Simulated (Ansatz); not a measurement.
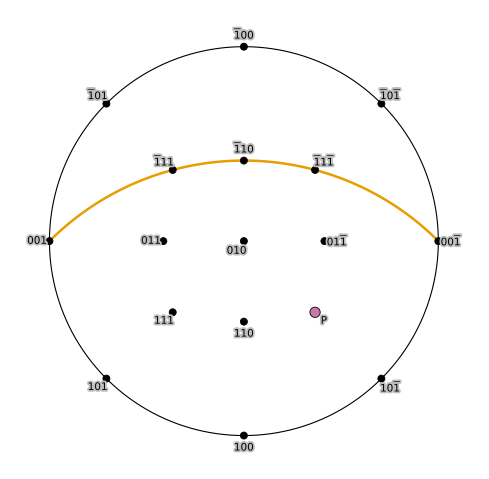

For Rb, the input geometry of an electronic-structure calculation (not necessarily at equilibrium): stereographic projection of plane normals (upper hemisphere) centred on (0 1 0). The drawing is computed from the coordinates (standard cell, symmetry found to 0.002 Å).

a = 5.590 Å, b = 5.590 Å, c = 5.590 Å, α = 90.00°, β = 90.00°, γ = 90.00°.

Question: Index the pole marked P.

Answer: P is (1 1 −1), 54.7° from the centre.

Question: Which zone does the coloured great circle trace?

Answer: The zone [1 1 0]: its poles satisfy h + k = 0.

Question: What is the angle between the normals of (0 1 1) and (−1 1 0), and what are their d_hkl = 1/|g|?

Answer: 60.0°; d = 3.953 Å and 3.953 Å.
